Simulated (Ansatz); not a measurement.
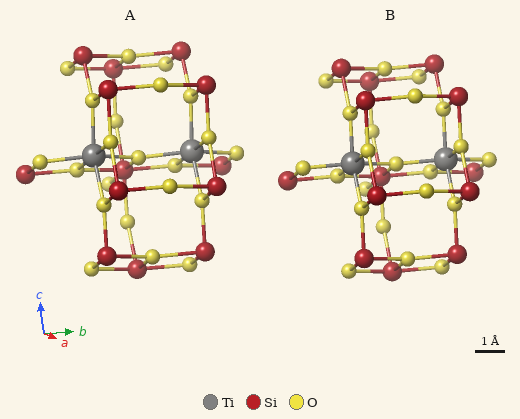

Two geometries of solid TiSi₃O₈ (built on the anatase host type), drawn at one scale. One is the start of a relaxation, the other its converged end. Style: ball-and-stick. Shown: the atoms within 4.2 Å of the atom that moves most (axes of the conventional cell (2 times the calculation's cell)), slightly off an axis. Lengths and directions refer to the drawn axes.

All numbers below come from Ansatz, DFT, PBE, plane waves, PAW. Settings: plane-wave cutoff 420 eV; k-point mesh 8 × 8 × 4; occupations fermi dirac; smearing width 0.02 eV; no spin polarisation; cell and atoms relaxed; force threshold 0.005 eV/Å.

Question: Which one is relaxed?

Answer: Structure A is the relaxed one. Over 10 accepted moves (12 points after the start) the energy falls by 268 meV per atom. Largest force component: 5.3 eV/Å at the start, 0.0012 eV/Å at the end. The pressure goes from 47.85 to 0.02 GPa. At 2 points the geometry stayed and the basis and grid were re-selected for the new cell (energy shift of 12.8 meV per atom at most each time). The largest move relative to the cell is that of an O atom, 0.20 Å along [−2 0 −1]. Largest moves by element: O 0.20 Å, Si 0.09 Å, Ti 0.06 Å. The volume changes by +14.5 %, with a 9.297 → 9.590 Å (+3.1 %), b 3.403 → 3.591 Å (+5.5 %), c 6.807 → 7.171 Å (+5.4 %), β 111.5° → 111.7°. Some distances before and after: O–Ti 1.792 → 1.988 Å, O–Ti 1.742 → 1.933 Å, O–Ti 1.742 → 1.872 Å, O–Si 1.742 → 1.846 Å. Among the angles between lasting bonds that change: O–Si–O 155.4° → 164.8°, Ti–O–Ti 155.4° → 147.2°, O–Ti–O 155.4° → 147.2°. The space group stays Cm (No. 8). The run took 46 s on 1 × NVIDIA H100 80GB HBM3 with 2 threads of AMD EPYC 7R13 Processor (Zen 3), on a shared host, peak memory 1.2 GiB.
